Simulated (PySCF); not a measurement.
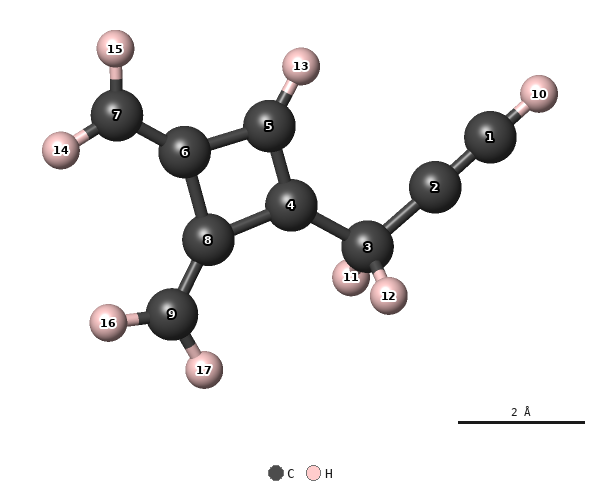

Fig. 1: The structure as given in the input (ball-and-stick view, seen at a tilt; atoms are numbered from 1 in the order of the input).

**Spin–spin coupling calculation of C9H8**

C9H8, SMILES C#CCC1=CC(=C)C1=C, computed with X3LYP/6-31++G** indirect spin-spin coupling, non-relativistic, IEF-PCM acetonitrile (PySCF 2.14.0).

The geometry comes from this level: GFN2-xTB. It belongs to a series of runs on one base structure; here: solvent acetonitrile; X3LYP/6-31++G**; conv 1e-11; aux def2-universal-jkfit. Figures and captions count atoms from 1; the log counts them from 0 in places.

Log:
```
final grid: 143848 points
cycle   1  E = -347.3911546569  dE =  1.494e+00  |g| = 4.816e-01  |ddm| = 5.561e+01
cycle   2  E = -347.3860544780  dE =  5.100e-03  |g| = 5.052e-01  |ddm| = 1.606e+01
cycle   3  E = -347.4523589351  dE = -6.630e-02  |g| = 1.399e-01  |ddm| = 8.504e+00
cycle   4  E = -347.4574488189  dE = -5.090e-03  |g| = 3.882e-02  |ddm| = 1.760e+00
cycle   5  E = -347.4578108670  dE = -3.620e-04  |g| = 1.425e-02  |ddm| = 4.971e-01
cycle   6  E = -347.4578587353  dE = -4.787e-05  |g| = 3.511e-03  |ddm| = 6.889e-02
cycle   7  E = -347.4578614684  dE = -2.733e-06  |g| = 1.402e-03  |ddm| = 1.568e-02
cycle   8  E = -347.4578619433  dE = -4.749e-07  |g| = 1.976e-04  |ddm| = 1.279e-02
cycle   9  E = -347.4578619505  dE = -7.228e-09  |g| = 1.174e-04  |ddm| = 1.676e-03
cycle  10  E = -347.4578619539  dE = -3.463e-09  |g| = 3.070e-05  |ddm| = 1.033e-03
cycle  11  E = -347.4578619542  dE = -2.232e-10  |g| = 1.235e-05  |ddm| = 3.452e-04
cycle  12  E = -347.4578619542  dE = -4.320e-11  |g| = 1.941e-06  |ddm| = 1.195e-04
cycle  13  E = -347.4578619542  dE = -5.684e-13  |g| = 4.868e-07  |ddm| = 3.746e-05
converged SCF energy = -347.4578619542

Indirect spin-spin couplings (Hz)
  i      j    bonds     total        FC       PSO       DSO        SD
  0 C    9 H    1    246.793   247.620    -1.315     0.489         -
  0 C   10 H    3      5.732     5.623     0.546    -0.437         -
  0 C   11 H    3      5.726     5.618     0.544    -0.436         -
  0 C   12 H    5      0.255     0.335    -0.185     0.105         -
  1 C    9 H    2     37.115    33.718     4.620    -1.222         -
  1 C   10 H    2    -11.134   -11.019    -0.040    -0.074         -
  1 C   11 H    2    -11.131   -11.017    -0.040    -0.074         -
  2 C    9 H    3      3.817     3.925     0.374    -0.482         -
  2 C   10 H    1    165.758   164.129     0.737     0.892         -
  2 C   11 H    1    165.765   164.137     0.736     0.892         -
  2 C   12 H    3      1.257     1.388     0.031    -0.163         -
  2 C   13 H    5      0.527     0.573     0.181    -0.227         -
  2 C   14 H    5      0.436     0.482     0.177    -0.223         -
  2 C   15 H    4     -0.548    -0.462     0.186    -0.271         -
  3 C    9 H    4     -2.267    -2.073     0.029    -0.223         -
  3 C   10 H    2    -11.745   -11.737    -0.068     0.060         -
  3 C   11 H    2    -11.726   -11.718    -0.068     0.059         -
  3 C   12 H    2     -2.972    -1.499    -1.007    -0.466         -
  3 C   13 H    4     -3.130    -3.051     0.257    -0.336         -
  3 C   14 H    4     -2.952    -2.952     0.332    -0.332         -
  3 C   15 H    3     11.527    11.782     0.158    -0.413         -
  3 C   16 H    3      8.031     8.142    -0.125     0.013         -
  4 C   10 H    3      8.138     8.270     0.195    -0.327         -
  4 C   11 H    3      8.135     8.268     0.195    -0.327         -
  4 C   12 H    1    179.138   178.753    -0.509     0.893         -
  4 C   13 H    3     11.767    12.056     0.169    -0.457         -
  4 C   14 H    3      8.272     8.418    -0.108    -0.037         -
  4 C   15 H    4     -3.096    -3.036     0.315    -0.375         -
  4 C   16 H    4     -2.892    -2.868     0.351    -0.375         -
  5 C   10 H    4     -3.762    -3.663     0.140    -0.240         -
  5 C   11 H    4     -3.762    -3.663     0.140    -0.240         -
  5 C   12 H    2      2.210     2.650    -0.089    -0.351         -
  5 C   13 H    2     -4.078    -2.362    -1.331    -0.385         -
  5 C   14 H    2     -4.104    -2.396    -1.311    -0.397         -
  5 C   15 H    3      7.492     7.588    -0.085    -0.011         -
  5 C   16 H    3     10.755    10.967     0.198    -0.411         -
  6 C   10 H    5      3.147     3.226     0.163    -0.241         -
  6 C   11 H    5      3.148     3.227     0.163    -0.242         -
  6 C   12 H    3      0.447     0.661     0.015    -0.229         -
  6 C   13 H    1    176.364   175.300     0.430     0.634         -
  6 C   14 H    1    175.868   174.809     0.436     0.623         -
  6 C   15 H    4     -0.594    -0.526    -0.109     0.040         -
  6 C   16 H    4     -1.021    -0.901     0.225    -0.345         -
  7 C   10 H    3      2.838     2.886    -0.089     0.041         -
  7 C   11 H    3      2.840     2.888    -0.089     0.041         -
  7 C   12 H    3     10.954    11.337     0.170    -0.553         -
  7 C   13 H    3      7.362     7.463    -0.103     0.002         -
  7 C   14 H    3     10.845    11.057     0.199    -0.412         -
  7 C   15 H    2     -4.476    -2.754    -1.351    -0.371         -
  7 C   16 H    2     -4.376    -2.656    -1.349    -0.370         -
  8 C   10 H    4     -1.320    -1.276    -0.074     0.030         -
  8 C   11 H    4     -1.322    -1.278    -0.074     0.030         -
  8 C   12 H    4      2.170     2.318     0.308    -0.456         -
  8 C   13 H    4     -0.580    -0.510    -0.116     0.046         -
  8 C   14 H    4     -1.007    -0.890     0.230    -0.347         -
  8 C   15 H    1    175.582   174.586     0.355     0.641         -
  8 C   16 H    1    175.904   174.900     0.359     0.646         -
  9 H   10 H    4     -3.855    -3.324     1.024    -1.556         -
  9 H   11 H    4     -3.859    -3.327     1.024    -1.556         -
  9 H   13 H    8     -0.229    -0.013     0.400    -0.616         -
  9 H   15 H    7     -0.284    -0.029     0.474    -0.728         -
  9 H   16 H    7     -0.245    -0.030     0.397    -0.611         -
 10 H   11 H    2    -24.494   -24.229     1.802    -2.066         -
 10 H   12 H    4     -2.976    -2.551     0.898    -1.322         -
 10 H   13 H    6     -1.857    -1.606     0.517    -0.768         -
 10 H   14 H    6     -1.838    -1.549     0.598    -0.887         -
 10 H   15 H    5      0.403     0.712     0.597    -0.905         -
 10 H   16 H    5      0.982     0.664    -0.672     0.989         -
 11 H   12 H    4     -2.978    -2.553     0.898    -1.323         -
 11 H   13 H    6     -1.859    -1.608     0.518    -0.768         -
 11 H   14 H    6     -1.839    -1.550     0.598    -0.887         -
 11 H   15 H    5      0.404     0.712     0.596    -0.905         -
 11 H   16 H    5      0.980     0.663    -0.669     0.986         -
 12 H   13 H    4     -1.479    -0.841     1.063    -1.701         -
 12 H   14 H    4     -0.228    -0.274    -0.106     0.151         -
 12 H   15 H    5      0.661     1.170     0.973    -1.482         -
 12 H   16 H    5      0.518     1.020     0.971    -1.473         -
 13 H   14 H    2     -3.923    -3.185     2.806    -3.545         -
 13 H   15 H    5      0.762     0.374    -0.955     1.342         -
 14 H   16 H    5      0.231     0.720     0.919    -1.408         -
 15 H   16 H    2     -4.513    -3.794     2.740    -3.459         -
```

This output came from the following input.

The input:
```
{"job": {"kind": "j", "xc": "X3LYP", "basis": "6-31++G**", "solvent": "acetonitrile", "scf": {"conv": 1e-11, "aux": "def2-universal-jkfit"}}, "charge": 0, "multiplicity": 1}
C      3.736899    -0.101169    -0.292775
C      2.670032    -0.625897    -0.161529
C      1.366692    -1.237887     0.001624
C      0.298167    -0.227143     0.215989
C      0.236468     1.123576     0.297632
C     -1.218872     1.117072     0.516296
C     -2.167216     2.017266     0.705485
C     -1.158022    -0.375096     0.427040
C     -2.016656    -1.375894     0.502098
H      4.676158     0.350220    -0.409896
H      1.127113    -1.831644    -0.889107
H      1.389703    -1.924966     0.856526
H      0.963162     1.910494     0.229623
H     -3.195059     1.729737     0.844281
H     -1.946943     3.071338     0.728443
H     -3.066414    -1.206430     0.669623
H     -1.702210    -2.401547     0.398199
```

The first line tells a small driver script what to run in PySCF; the rest is the geometry in Å.

Launched with:
```bash
OMP_NUM_THREADS=1 python <driver script> task.json out
```

Summary:

```tsv
quantity	value
outcome	converged
total energy	−347.457862 hartree
HOMO	−6.41 eV
LUMO	−0.92 eV
dipole moment	1.00 D
hardware	1 CPU thread, shared host
wall time	38 s
peak memory	1 GiB
```

Remarks:

Settings chosen away from the usual ones: solvent acetonitrile; X3LYP/6-31++G**; conv 1e-11; aux def2-universal-jkfit.
